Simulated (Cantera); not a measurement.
A closed system holds: 1 mol n-butane, 1.3 mol NH3, 13 mol H2, at 0.133 bar.

Cantera equilibrium calculation (NASA polynomials, part measured and part estimated; ideal gas, pure solids and liquids). Candidate condensed phases: C, C6H6, C7H8, C8H18; 110 gas species. Ions and electrons are included (thermal ionisation). Equilibrium is a limit: real reactors are often held back by kinetics, nucleation or transport.

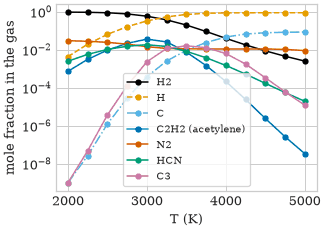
*Equilibrium gas composition (values under 1e-9 drawn at 1e-9)*

### Question
Read off the mole fractions at 3000 K.

### Answer
H2 about 0.59, H about 0.33, C2H2 (acetylene) about 0.037, HCN about 0.019, N2 about 0.015, C3 about 0.0023, C about 0.00038.
